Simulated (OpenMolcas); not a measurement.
How methods differ on BGeNH6 (SMILES B[NH][GeH3])

BGeNH6: 9 atoms, total charge 0, spin state singlet. SMILES: `B[NH][GeH3]`. Geometry: relaxed at PBE0-D4/def2-TZVP.

```xyz
9

B    -0.8740    0.6295   -1.1629
N    -0.0233    0.6871   -0.0627
Ge    0.6652   -0.7614    0.8666
H    -1.2179   -0.4407   -1.5810
H    -1.2491    1.6470   -1.6748
H     0.2539    1.5984    0.2725
H     2.2016   -0.7148    0.8049
H     0.1149   -2.0152    0.1846
H     0.2173   -0.6760    2.3357
```

Quantity: the electronic atomisation energy, in eV. The values are calculated. Electronic energies at fixed atoms, without zero-point motion or spin-orbit coupling.

```tsv
level	kind	program	value (eV)	less CCSD(T)/6-31G*	CPU time (all runs)
PBE/6-31G* (spherical functions)	GGA	OpenMolcas	29.41	+3.23	51 s
M06-L/6-31G* (spherical functions)	meta-GGA	OpenMolcas	29.13	+2.95	58 s
TPSS/6-31G* (spherical functions)	meta-GGA	OpenMolcas	29.83	+3.65	65 s
r2SCAN/6-31G* (spherical functions)	meta-GGA	OpenMolcas	29.26	+3.08	64 s
B3LYP/6-31G* (spherical functions)	global hybrid	OpenMolcas	29.25	+3.07	49 s
M06-2X/6-31G* (spherical functions)	hybrid meta-GGA	OpenMolcas	29.13	+2.95	55 s
B3LYP/6-31G* (Cartesian functions)	global hybrid	OpenMolcas	29.22	+3.04	51 s
CCSD(T)/6-31G* (spherical functions)	coupled cluster or CI	OpenMolcas	26.18	0.00	42 s
```

CCSD(T)/6-31G* (spherical functions) is the highest level here, not the true value. All-electron rows without a relativistic Hamiltonian named are non-relativistic. The values span 26.18 to 29.83 eV. In the correlated wave-function rows the outer d shell of Ge is correlated, in sets not made for it. CPU times are rough (shared hosts, several kinds of processor and program).

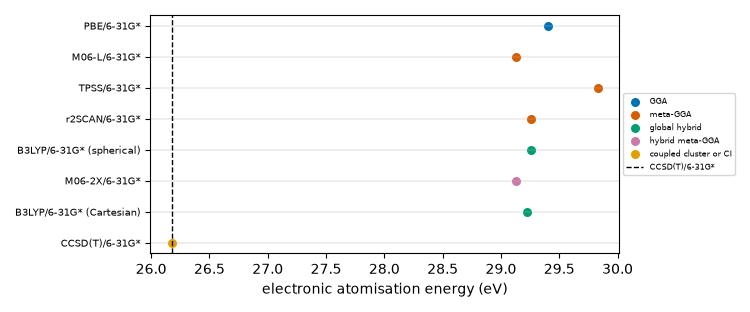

The values of the table, level by level.
